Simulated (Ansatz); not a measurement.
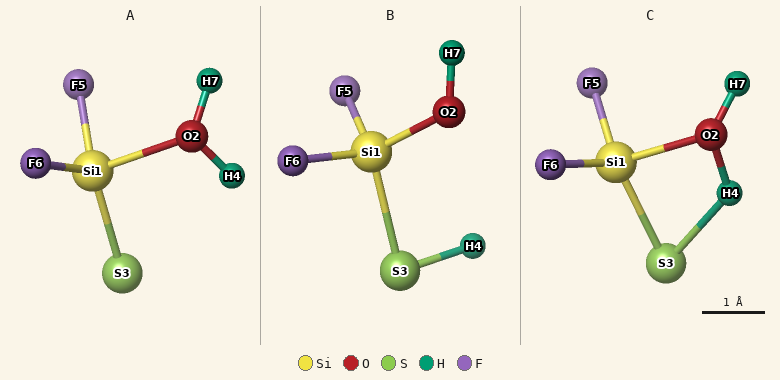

Three geometries of SiH$_{2}$SOF$_{2}$: a saddle point and the two minima that it joins, in shuffled order. The picture is a ball-and-stick view, seen at a tilt. Sticks join atoms that are closer than about 1.2 times the sum of their covalent radii (a little more with hydrogen).

Stationary points at PBE0-D4/def2-TZVP, single-point energies with CCSD(T)/CBS, CCSD(T), wB97M-V, r2SCAN-D4, CAM-B3LYP-D4, r2SCAN0-D4 (def2-TZVPP where no basis is named; Ansatz 0.2.0). The energies are electronic, without zero-point or thermal terms, and both ends are the minima reached downhill from the saddle, with any fragments still in contact. CCSD(T)/CBS stands for a frozen-core estimate: MP2 correlation extrapolated from def2-TZVPP and def2-QZVPP, CCSD(T) minus MP2 from the smaller set.

### Identify the saddle point and describe the reaction.

Frame C is the saddle point. From B over the saddle to A, a bond forms: O2–H4 (2.95 → 1.17 → 0.97 Å). A bond breaks: S3–H4 (1.34 → 1.81 → 2.75 Å). Bonds that stay but change much: Si1–O2 (1.62 → 1.78 → 1.90 Å). The saddle has one imaginary mode, 1092i cm⁻¹. With CCSD(T)/CBS the barrier is 1.75 eV from B and 0.34 eV from A, and A lies 1.41 eV above B.

```
       level  barrier from B (eV)  barrier from A (eV)  A less B (eV)
 CCSD(T)/CBS                 1.75                 0.34           1.41
     CCSD(T)                 1.77                 0.34           1.43
     wB97M-V                 1.70                 0.32           1.38
   r2SCAN-D4                 1.58                 0.21           1.37
CAM-B3LYP-D4                 1.78                 0.32           1.46
  r2SCAN0-D4                 1.68                 0.28           1.40
```

Against CCSD(T)/CBS, CCSD(T) comes closest on the barrier from B (+0.02 eV) and r2SCAN-D4 misses most (−0.17 eV).
